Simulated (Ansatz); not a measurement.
**BH2BrO (SMILES OBBr): functionals against CCSD(T) at one geometry**

How do the functionals fare away from a minimum? The structure is a structure displaced at random from a GFN2-xTB minimum.

The runs use Ansatz 0.2.0, Gaussian basis; single points in def2-TZVPP.

Correlated methods freeze the cores. Filled d shells of the heavier atoms are correlated.

## Step 1: The starting structure

SMILES `OBBr`, 5 atoms, charge 0, spin multiplicity 1.

Atoms are counted from 1 here; the program's logs count them from 0.

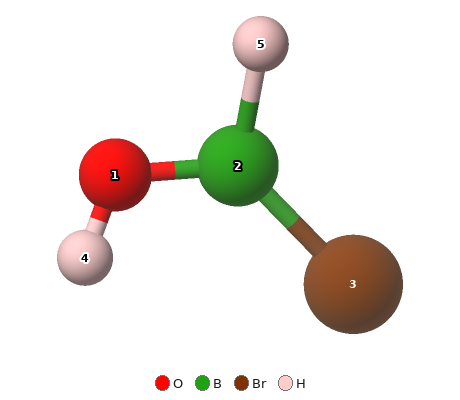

As it starts; oxygen red, boron green, bromine brown, hydrogen pink; atoms are numbered from 1 in the order of the file.

Geometry (Å):

```xyz
5

O    -0.46010   -0.89260   -0.20330
B     0.32430    0.09460    0.19260
Br    0.03420    1.88900    0.18980
H    -1.22440   -0.61580   -0.68550
H     1.56300   -0.56900    0.38900
```

## Step 2: CCSD(T)/def2-TZVPP

run/in.yaml

```yaml
crystal:
  periodic: [false, false, false]
  atoms:
    - {symbol: O, position_ang: [-0.460100, -0.892600, -0.203300]}
    - {symbol: B, position_ang: [0.324300, 0.094600, 0.192600]}
    - {symbol: Br, position_ang: [0.034200, 1.889000, 0.189800]}
    - {symbol: H, position_ang: [-1.224400, -0.615800, -0.685500]}
    - {symbol: H, position_ang: [1.563000, -0.569000, 0.389000]}
basis:
  gaussian: {orbitals: def2-TZVPP}
correlation: {method: ccsd_t}
output: {forces: true}
```

No record of the launch command was kept for these runs.

## Step 3: PBE0-D4/def2-TZVPP

run/in.yaml, as its differences from that of step 2:

```diff
@@ -10,3 +10,3 @@
   gaussian: {orbitals: def2-TZVPP}
-correlation: {method: ccsd_t}
-output: {forces: true}
+hamiltonian: {xc: pbe0, dispersion: d4}
+output: {forces: true, orbitals: {seedname: orbitals}}
```

## Step 4: wB97M-V/def2-TZVPP

run/in.yaml, as its differences from that of step 3:

```diff
@@ -10,3 +10,3 @@
   gaussian: {orbitals: def2-TZVPP}
-hamiltonian: {xc: pbe0, dispersion: d4}
-output: {forces: true, orbitals: {seedname: orbitals}}
+hamiltonian: {xc: {name: wB97M-V}}
+output: {forces: true}
```

## Step 5: r2SCAN-D4/def2-TZVPP

run/in.yaml, as its differences from that of step 4:

```diff
@@ -10,3 +10,3 @@
   gaussian: {orbitals: def2-TZVPP}
-hamiltonian: {xc: {name: wB97M-V}}
+hamiltonian: {xc: r2scan, dispersion: d4}
 output: {forces: true}
```

## Step 6: PBE-D4/def2-TZVPP

run/in.yaml, as its differences from that of step 5:

```diff
@@ -10,3 +10,3 @@
   gaussian: {orbitals: def2-TZVPP}
-hamiltonian: {xc: r2scan, dispersion: d4}
+hamiltonian: {xc: pbe, dispersion: d4}
 output: {forces: true}
```

## Step 7: SPW92/def2-TZVPP

run/in.yaml, as its differences from that of step 6:

```diff
@@ -10,3 +10,3 @@
   gaussian: {orbitals: def2-TZVPP}
-hamiltonian: {xc: pbe, dispersion: d4}
+hamiltonian: {xc: lda}
 output: {forces: true}
```

## Step 8: wB97X-V/def2-TZVPP

run/in.yaml, as its differences from that of step 7:

```diff
@@ -10,3 +10,3 @@
   gaussian: {orbitals: def2-TZVPP}
-hamiltonian: {xc: lda}
+hamiltonian: {xc: {name: wB97X-V}}
 output: {forces: true}
```

(Steps that only read results are left out.)

Q: Predict the outcome of this session. Wanted: energy less free atoms, CCSD(T)/def2-TZVPP; RMS force component; RMS force error; HOMO and LUMO, PBE0-D4; T1 diagnostic.

The runs gave:

| quantity | value |
| --- | --- |
| energy less free atoms, CCSD(T)/def2-TZVPP | -1698.6 kJ/mol |
| RMS force component | 1.676 to 1.872 eV/Å over the methods |
| RMS force error | PBE0-D4 0.168, wB97M-V 0.119, r2SCAN-D4 0.121, PBE-D4 0.240, SPW92 0.414, wB97X-V 0.077 eV/Å |
| HOMO and LUMO, PBE0-D4 | -8.34 and -0.50 eV |
| T1 diagnostic | 0.011 |

What this shows: Against CCSD(T) the functionals' energies less atoms differ by -337.8 to -42.4 kJ/mol, PBE-D4 by -94.4 kJ/mol. The reference is not at the basis limit: in triple zeta CCSD(T) underbinds, which counts against methods that bind more; the gaps are no ranking. On forces the order runs from wB97X-V to SPW92. Frozen-core CCSD(T) forces in triple zeta carry basis errors of their own, and this is one geometry, so small gaps rank nothing.
